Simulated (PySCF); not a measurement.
## Electronic structure of C4H5N3Si in real space

Input

```
{"job": {"kind": "uv", "xc": "PBE0", "basis": "def2-SVPD", "nstates": 8, "ntriplets": 3}, "charge": 0, "multiplicity": 1}
C      2.778692    -0.092067     0.728795
N      1.960276     0.142383    -0.184710
Si     0.456849    -0.533051    -0.666145
C     -0.961547     0.774398    -0.657737
C     -1.541484    -0.187079     0.339340
C     -2.792954    -0.027957     0.971957
N     -3.820539     0.155181     1.447779
N     -0.731625    -1.168325     0.523872
H      3.674586     0.520204     0.796024
H      2.670377    -0.875056     1.481087
H      0.640762    -1.364630    -1.835654
H     -0.760932     1.754829    -0.231614
H     -1.576850     0.901655    -1.545376
```

Command:

```sh
OMP_NUM_THREADS=1 python probes_run.py task.json out
```

Geometry: GFN2-xTB.

The calculation used PBE0/def2-SVPD, SCF density, gas phase (PySCF 2.14.0).

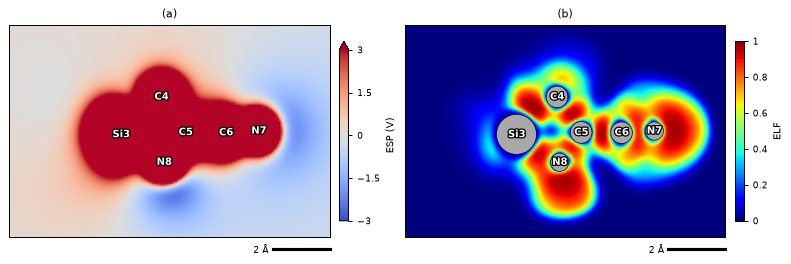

Figure 1. (a) molecular electrostatic potential; (b) ELF on the plane of atoms Si3, C4 and C5. Grey discs cover the atomic cores in the ELF map.

Read the bonding off the picture.

The section cuts through Si, C and N sites.
C–N (1.15 Å): the ELF peaks at about 0.90 between the atoms: a short, multiple covalent bond.
C–C (1.41 Å): the ELF peaks at about 0.95 between the atoms; a covalent bond.
C–Si (1.93 Å): the ELF peaks at about 0.95 between the atoms, as expected for a covalent bond.
C–C (1.50 Å): the ELF peaks at about 0.95 between the atoms, as expected for a shared electron pair.
The ELF also peaks beside N8 and N7, away from the bonds: lone-pair regions.
Outside the dense part of the molecule the potential is most negative (−2.3 V) near N8.

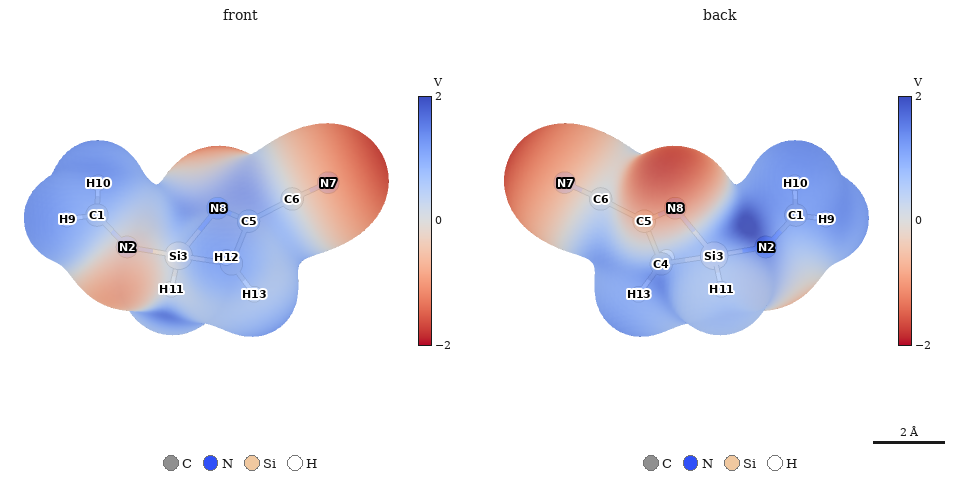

Figure 2. The electrostatic potential painted on the density surface at 0.002 e/bohr³, seen from the front and from behind; red is negative and blue positive.

Which sites attract a positive test charge, and which a negative one?

A positive charge is drawn to the negative regions and a negative charge to the positive ones. The most negative region (about −1.7 V) lies over N7 and N8, the most positive (about +1.9 V) over Si3.

How polar is the molecule by this calculation?

Its dipole moment is 4.69 D.
